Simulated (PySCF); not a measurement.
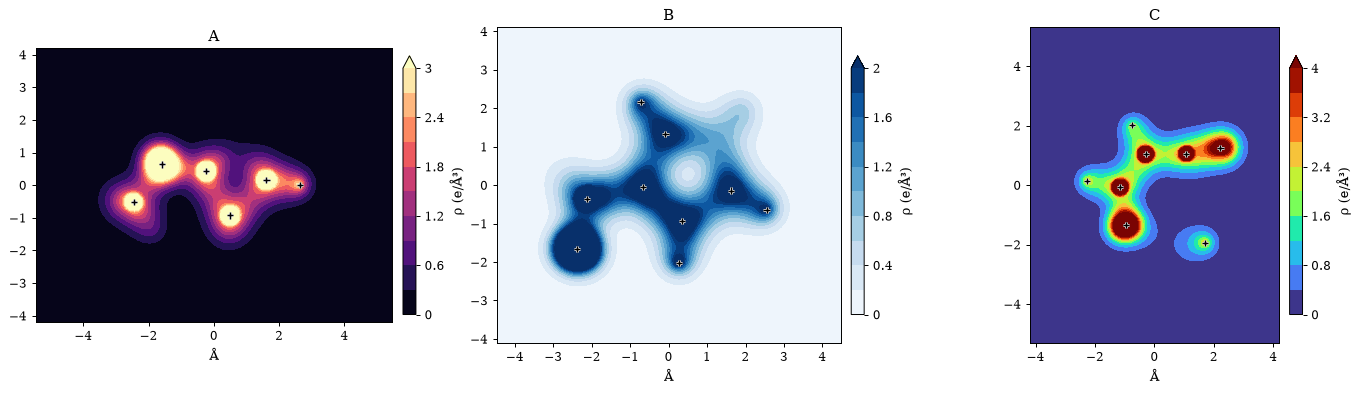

The total electron density of 3 systems, each on a plane through atoms (crosses mark nuclei in the plane).

These are results of PBE0/pcSseg-1, SCF density, gas phase, non-relativistic (PySCF 2.14.0), not measurements.

System 1: C3H5NOSi (SMILES N#C/C=C\O[SiH3]), the plane of atoms C3, C4 and H8. Geometry: GFN2-xTB, MD frame at 250 fs, 600 K.

```csv
atom,x (Å),y (Å),z (Å)
N,-1.6218,1.8840,-0.4800
C,-1.6377,0.7233,-0.3472
C,-1.8218,-0.6407,-0.3710
C,-0.9917,-1.6356,0.1697
O,0.2176,-1.6420,0.6083
Si,1.4042,-0.3674,0.1919
H,-2.8444,-0.9253,-0.6017
H,-1.3857,-2.6966,0.1658
H,2.4645,-1.0478,0.9109
H,1.1990,-0.1821,-1.1871
H,1.1831,0.9244,0.8153
```

System 2: C6H10O (SMILES COC12CC(C1)C2), the plane of atoms C6, C5 and H13. Geometry: GFN2-xTB, MD frame at 250 fs, 300 K.

```xyz
17

C     2.0463    0.1532   -0.0891
O     1.0085    0.7287    0.7399
C    -0.2897    0.3470    0.4946
C    -1.4758    1.2771    0.3061
C    -2.0662   -0.0996    0.1340
C    -0.8125   -0.4491   -0.7207
C    -1.2249   -0.4969    1.3993
H     1.6386   -0.6734   -0.7345
H     2.5256    0.9563   -0.6565
H     2.8755   -0.1640    0.5523
H    -1.7814    1.8926    1.1633
H    -1.4510    1.8845   -0.6054
H    -3.0467   -0.3498   -0.0667
H    -0.7891    0.0967   -1.6566
H    -0.5418   -1.4594   -0.9092
H    -1.6076   -0.2067    2.3412
H    -1.0728   -1.5533    1.3841
```

System 3: C8H9F3, the plane of atoms C5, C6 and H12. Geometry: PBE0-D3(BJ)/def2-SVP.

```yaml
atoms:
  - { symbol: F, position_ang: [3.5942, 0.2461, -0.4191] }
  - { symbol: C, position_ang: [2.7724, -0.5008, 0.3300] }
  - { symbol: F, position_ang: [3.2528, -0.5004, 1.5741] }
  - { symbol: F, position_ang: [2.8638, -1.7568, -0.1387] }
  - { symbol: C, position_ang: [1.3741, -0.0088, 0.2631] }
  - { symbol: C, position_ang: [0.5778, 0.3298, 1.2863] }
  - { symbol: C, position_ang: [-0.7966, 0.5691, 0.7064] }
  - { symbol: C, position_ang: [-1.3272, -0.8380, 0.2970] }
  - { symbol: C, position_ang: [-0.4035, -1.2304, -0.8815] }
  - { symbol: C, position_ang: [0.5431, -0.0031, -1.0011] }
  - { symbol: C, position_ang: [-0.4235, 1.1426, -0.6701] }
  - { symbol: H, position_ang: [0.8352, 0.3095, 2.3465] }
  - { symbol: H, position_ang: [-1.4883, 1.1524, 1.3281] }
  - { symbol: H, position_ang: [-2.3788, -0.7667, -0.0198] }
  - { symbol: H, position_ang: [-1.2843, -1.5499, 1.1338] }
  - { symbol: H, position_ang: [-0.9731, -1.3623, -1.8137] }
  - { symbol: H, position_ang: [0.1613, -2.1558, -0.7037] }
  - { symbol: H, position_ang: [1.1047, 0.0598, -1.9421] }
  - { symbol: H, position_ang: [0.0781, 2.1192, -0.6052] }
  - { symbol: H, position_ang: [-1.2774, 1.2066, -1.3630] }
```

### Match each panel to its system.

Panel A is system 2, C6H10O: the plane holds C, O and H. C–O (1.38 Å): ρ is about 2.2 e/Å³ halfway, with its minimum of 1.9 e/Å³ about 0.5 Å from C. Panel B is system 3, C8H9F3: the plane holds C, F and H. C–F (1.33 Å): ρ at the midpoint is about 2.4 e/Å³. Panel C is system 1, C3H5NOSi: the plane holds N, C, O and H. C–N (1.17 Å): ρ at the midpoint is about 3.4 e/Å³.
